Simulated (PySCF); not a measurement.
# BHLYP/def2-TZVP (core potential) run of SnSe (SMILES [Se][Sn])

Aim: the energy change on altering one bond length of SnSe at BHLYP/def2-TZVP (core potential), from 2 runs. 

The results are computed with PySCF 2.14.0.

1 further run of the same task is left out (set aside as unsound or not needed).

## 1. The molecule

SnSe: 2 atoms, total charge 0, spin state singlet. As SMILES, `[Se][Sn]`. The coordinates come from a PBE0-D4/def2-TZVP relaxation.

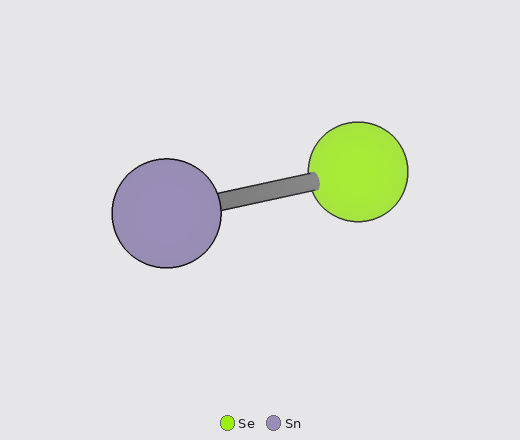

The structure, seen from a chosen angle (selenium green, tin purple).

## 2. A single-point energy at BHLYP/def2-TZVP (core potential)

Input file job.py:

```python
from pyscf import gto, dft

mol = gto.Mole()
mol.atom = [
    ('Se', (0.000000, -0.000000, 0.006530)),
    ('Sn', (-0.000000, 0.000000, 2.331810)),
]
mol.ecp = {'Sn': 'def2-svp'}
mol.verbose = 4
mol.basis = 'def2-tzvp'
mol.max_memory = 1860
mol.build()

ks = dft.RKS(mol, xc='bhandhlyp')
ks.conv_tol = 1e-10
ks.grids.level = 5
ks.kernel()
if not ks.converged:
    ks = ks.newton().run(ks.mo_coeff, ks.mo_occ)

etot = ks.e_tot
print(f'total energy: {etot:.8f} hartree')
```

Command:

```sh
$ OMP_NUM_THREADS=1 python job.py
```

Log:

```text
PySCF version 2.14.0

[INPUT] num. atoms = 2
[INPUT] num. electrons = 56
[INPUT] charge = 0
[INPUT] spin (= nelec alpha-beta = 2S) = 0
[INPUT] symmetry False subgroup None
[INPUT] Mole.unit = angstrom
[INPUT] Symbol           X                Y                Z      unit          X                Y                Z       unit  Magmom
[INPUT]  1 Se     0.000000000000   0.000000000000   0.006530000000 AA    0.000000000000   0.000000000000   0.012339911593 Bohr   0.0
[INPUT]  2 Sn     0.000000000000   0.000000000000   2.331810000000 AA    0.000000000000   0.000000000000   4.406482274522 Bohr   0.0

nuclear repulsion = 170.226619490195
number of shells = 32
number of NR pGTOs = 194
number of NR cGTOs = 98
basis = def2-tzvp
ecp = {'Sn': 'def2-svp'}

******** <class 'pyscf.dft.rks.RKS'> ********
method = RKS
initial guess = minao
damping factor = 0
level_shift factor = 0
DIIS = <class 'pyscf.scf.diis.CDIIS'>
diis_start_cycle = 1
diis_space = 8
diis_damp = 0
SCF conv_tol = 1e-10
SCF conv_tol_grad = None
SCF max_cycles = 50
direct_scf = True
direct_scf_tol = 1e-13
XC library pyscf.dft.libxc version 7.0.0
    S. Lehtola, C. Steigemann, M. J.T. Oliveira, and M. A.L. Marques.,  SoftwareX 7, 1–5 (2018)
XC functionals = bhandhlyp
    Defined through Gaussian implementation.
radial grids:
    Treutler-Ahlrichs [JCP 102, 346 (1995); DOI:10.1063/1.469408] (M4) radial grids

becke partition: Becke, JCP 88, 2547 (1988); DOI:10.1063/1.454033
pruning grids: <function nwchem_prune>
grids dens level: 5
symmetrized grids: False
atomic radii adjust function: <function treutler_atomic_radii_adjust>
small_rho_cutoff = 0
Set gradient conv threshold to 1e-05
Initial guess from minao.
tot grids = 91744
init E= -2577.98871807311
  HOMO = -0.657983713347753  LUMO = -0.502457089548899  gap/eV = 4.23209
cycle= 1 E= -2613.93058693323  delta_E= -35.9  |g|=  2.8  |ddm|= 30.6
  HOMO = -0.082006254259381  LUMO = 0.00976517877525471  gap/eV = 2.49723
cycle= 2 E= -2610.53695550889  delta_E= 3.39  |g|= 4.77  |ddm|= 21.9
  HOMO = -0.253863223521925  LUMO = -0.0597292108236391  gap/eV = 5.28266
cycle= 3 E= -2615.76818145641  delta_E= -5.23  |g|= 0.502  |ddm|= 20.5
  HOMO = -0.262525635974133  LUMO = -0.0520743673600087  gap/eV = 5.72667
cycle= 4 E= -2615.82531635603  delta_E= -0.0571  |g|= 0.11  |ddm|= 0.704
  HOMO = -0.288879665615244  LUMO = -0.0696034192137642  gap/eV = 5.96681
cycle= 5 E= -2615.8279017672  delta_E= -0.00259  |g|= 0.0424  |ddm|= 0.192
  HOMO = -0.286903908705364  LUMO = -0.0688061509281509  gap/eV = 5.93474
cycle= 6 E= -2615.82812001214  delta_E= -0.000218  |g|= 0.0109  |ddm|= 0.0424
  HOMO = -0.288354695498759  LUMO = -0.0685011373932558  gap/eV = 5.98252
cycle= 7 E= -2615.82813785576  delta_E= -1.78e-05  |g|= 0.0033  |ddm|= 0.0126
  HOMO = -0.287706231397379  LUMO = -0.068288494471163  gap/eV = 5.97066
cycle= 8 E= -2615.82814139042  delta_E= -3.53e-06  |g|= 0.00102  |ddm|= 0.00622
  HOMO = -0.28779257036244  LUMO = -0.0681972364626899  gap/eV = 5.97549
cycle= 9 E= -2615.828141947  delta_E= -5.57e-07  |g|= 0.00036  |ddm|= 0.00202
  HOMO = -0.287772255062268  LUMO = -0.0682215563673004  gap/eV = 5.97428
cycle= 10 E= -2615.82814201029  delta_E= -6.33e-08  |g|= 6.68e-05  |ddm|= 0.000768
  HOMO = -0.2877661464834  LUMO = -0.0682198528705133  gap/eV = 5.97416
cycle= 11 E= -2615.828142012  delta_E= -1.7e-09  |g|= 1.65e-05  |ddm|= 0.000106
  HOMO = -0.287766268433672  LUMO = -0.0682206349357486  gap/eV = 5.97414
cycle= 12 E= -2615.8281420122  delta_E= -2.05e-10  |g|= 1.35e-06  |ddm|= 5.2e-05
  HOMO = -0.287766145285442  LUMO = -0.0682205270056375  gap/eV = 5.97414
cycle= 13 E= -2615.8281420122  delta_E= 3.64e-12  |g|= 1.25e-07  |ddm|= 3.7e-06
  HOMO = -0.287766119246863  LUMO = -0.0682205227515194  gap/eV = 5.97414
Extra cycle  E= -2615.8281420122  delta_E= 9.09e-13  |g|= 9.9e-08  |ddm|= 4.45e-07
converged SCF energy = -2615.8281420122
total energy: -2615.82814201 hartree
```

It took 10 s on 1 thread of Arm Neoverse V2, shared host; peak memory 0.47 GiB.

## 3. The distorted shape at the same level

Input file run.py:

```python
from pyscf import gto, dft

mol = gto.M(
    atom='''
Se     0.000000     0.000000    -0.646834
Sn     0.000000     0.000000     4.406482
''',
    max_memory=1860,
    unit='bohr',
    basis='def2-tzvp',
    ecp={'Sn': 'def2-svp'},
    charge=0,
    verbose=4,
)

myscf = dft.RKS(mol)
myscf.xc = 'bhandhlyp'
myscf.conv_tol = 1e-10
myscf.grids.level = 5
myscf.kernel()
if not myscf.converged:
    myscf = myscf.newton().run(myscf.mo_coeff, myscf.mo_occ)

energy = myscf.e_tot
print('Final energy', energy)
```

Command:

```sh
$ OMP_NUM_THREADS=1 python run.py
```

Log:

```text
PySCF version 2.14.0

[INPUT] num. atoms = 2
[INPUT] num. electrons = 56
[INPUT] charge = 0
[INPUT] spin (= nelec alpha-beta = 2S) = 0
[INPUT] symmetry False subgroup None
[INPUT] Mole.unit = bohr
[INPUT] Symbol           X                Y                Z      unit          X                Y                Z       unit  Magmom
[INPUT]  1 Se     0.000000000000   0.000000000000  -0.342289812048 AA    0.000000000000   0.000000000000  -0.646834000000 Bohr   0.0
[INPUT]  2 Sn     0.000000000000   0.000000000000   2.331809854729 AA    0.000000000000   0.000000000000   4.406482000000 Bohr   0.0

nuclear repulsion = 148.021615905279
number of shells = 32
number of NR pGTOs = 194
number of NR cGTOs = 98
basis = def2-tzvp
ecp = {'Sn': 'def2-svp'}

******** <class 'pyscf.dft.rks.RKS'> ********
method = RKS
initial guess = minao
damping factor = 0
level_shift factor = 0
DIIS = <class 'pyscf.scf.diis.CDIIS'>
diis_start_cycle = 1
diis_space = 8
diis_damp = 0
SCF conv_tol = 1e-10
SCF conv_tol_grad = None
SCF max_cycles = 50
direct_scf = True
direct_scf_tol = 1e-13
XC library pyscf.dft.libxc version 7.0.0
    S. Lehtola, C. Steigemann, M. J.T. Oliveira, and M. A.L. Marques.,  SoftwareX 7, 1–5 (2018)
XC functionals = bhandhlyp
    Defined through Gaussian implementation.
radial grids:
    Treutler-Ahlrichs [JCP 102, 346 (1995); DOI:10.1063/1.469408] (M4) radial grids

becke partition: Becke, JCP 88, 2547 (1988); DOI:10.1063/1.454033
pruning grids: <function nwchem_prune>
grids dens level: 5
symmetrized grids: False
atomic radii adjust function: <function treutler_atomic_radii_adjust>
small_rho_cutoff = 0
Set gradient conv threshold to 1e-05
[... 1 set-up line as earlier in the session ...]
tot grids = 91744
init E= -2577.80239913352
  HOMO = -0.621682186576277  LUMO = -0.489388978983954  gap/eV = 3.59988
cycle= 1 E= -2612.77281151939  delta_E=  -35  |g|=  3.1  |ddm|= 30.3
  HOMO = -0.117350329647397  LUMO = -0.0173108797586044  gap/eV = 2.72221
cycle= 2 E= -2545.78027161535  delta_E=   67  |g|= 10.2  |ddm|= 16.8
  HOMO = -0.295767566413101  LUMO = -0.0694304576729268  gap/eV = 6.15895
cycle= 3 E= -2615.3204990611  delta_E= -69.5  |g|= 1.12  |ddm|= 15.1
  HOMO = -0.143874830884466  LUMO = -0.0496203906510073  gap/eV = 2.56479
cycle= 4 E= -2615.45907877493  delta_E= -0.139  |g|= 1.09  |ddm|= 2.25
  HOMO = -0.258157753763635  LUMO = -0.0828042819414484  gap/eV = 4.77161
cycle= 5 E= -2615.76874278009  delta_E= -0.31  |g|= 0.243  |ddm|= 1.17
  HOMO = -0.254149259072322  LUMO = -0.0959779277727529  gap/eV = 4.30406
cycle= 6 E= -2615.79555187918  delta_E= -0.0268  |g|= 0.0491  |ddm|= 0.412
  HOMO = -0.263344560094888  LUMO = -0.0922491790978792  gap/eV = 4.65574
cycle= 7 E= -2615.79546108428  delta_E= 9.08e-05  |g|= 0.0328  |ddm|= 0.0591
  HOMO = -0.261566105305169  LUMO = -0.0914077511435322  gap/eV = 4.63024
cycle= 8 E= -2615.79592352905  delta_E= -0.000462  |g|= 0.00637  |ddm|= 0.0375
  HOMO = -0.26115293248253  LUMO = -0.0914825112837876  gap/eV = 4.61697
cycle= 9 E= -2615.79594177594  delta_E= -1.82e-05  |g|= 0.00176  |ddm|= 0.00865
  HOMO = -0.261076162969272  LUMO = -0.0915435633151327  gap/eV = 4.61322
cycle= 10 E= -2615.79594344188  delta_E= -1.67e-06  |g|= 0.000299  |ddm|= 0.00311
  HOMO = -0.261080527817167  LUMO = -0.0915435730636648  gap/eV = 4.61334
cycle= 11 E= -2615.79594351632  delta_E= -7.44e-08  |g|= 4.5e-05  |ddm|= 0.000948
  HOMO = -0.261079963479895  LUMO = -0.0915475751101285  gap/eV = 4.61321
cycle= 12 E= -2615.79594351733  delta_E= -1.02e-09  |g|= 1.52e-05  |ddm|= 0.000109
  HOMO = -0.261076977459049  LUMO = -0.0915468124142324  gap/eV = 4.61315
cycle= 13 E= -2615.79594351741  delta_E= -8.28e-11  |g|= 3.22e-06  |ddm|= 2.77e-05
  HOMO = -0.261078009664581  LUMO = -0.0915468496369065  gap/eV = 4.61318
Extra cycle  E= -2615.7959435174  delta_E= 1.82e-11  |g|= 6.67e-06  |ddm|= 1.04e-05
converged SCF energy = -2615.7959435174
Final energy -2615.795943517396
```

It took 11 s on 1 thread of Arm Neoverse V2, shared host; peak memory 0.47 GiB.

## 4. Outcome

At BHLYP/def2-TZVP (core potential):

```
                                                           quantity           value
                                          first shape: total energy  -2615.82814 Eh
                                         first shape: dipole moment          3.43 D
                                           first shape: HOMO energy        -7.83 eV
                                           first shape: LUMO energy        -1.86 eV
                                         first shape: HOMO–LUMO gap         5.97 eV
                                      distorted shape: total energy  -2615.79594 Eh
                                     distorted shape: dipole moment          5.07 D
                                       distorted shape: HOMO energy        -7.10 eV
                                       distorted shape: LUMO energy        -2.49 eV
                                     distorted shape: HOMO–LUMO gap         4.61 eV
energy change with the Se1–Sn2 bond stretched from 2.325 to 2.674 Å        0.876 eV
```

What this shows: With the Se1–Sn2 bond stretched from 2.325 to 2.674 Å the energy rises by 0.88 eV (20.2 kcal/mol). The first shape isn't relaxed at this level, so the change isn't measured from a minimum.
